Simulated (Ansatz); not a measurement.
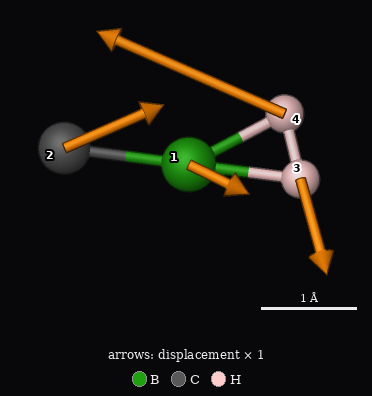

A relaxation of CH2B (charge −1). The starting structure is drawn; orange arrows show the displacements, at their true length. The two geometries are superimposed by the best rigid fit.

A ball-and-stick model, seen at a tilt.

It is one of the separated reactants of a reaction.

Computed with RKS PBE-D4/def2-SVPD (Ansatz). (force threshold 0.03 eV/Å; at most 250 steps)

What happened in the run?

Answer. The largest move after the best rigid fit is that of H4, 2.19 Å. Largest moves by element: H 2.19 Å, C 1.16 Å, B 0.73 Å. Some distances before and after: H3–H4 0.735 → 3.633 Å, B1–H4 1.150 → 2.428 Å, C2–H4 2.349 → 1.089 Å, B1–H3 1.187 → 1.205 Å. New bonds form, among them: C2–H4 (2.35 → 1.09 Å). Bonds break, among them: B1–H4 (1.15 → 2.43 Å), H3–H4 (0.73 → 3.63 Å). After 24 accepted moves (25 points after the start) the energy has fallen by 465.6 kJ/mol. Largest force component: 6.6 eV/Å at the start, 0.0037 eV/Å at the end. The line search rejected the trial step at point 14 of the run.
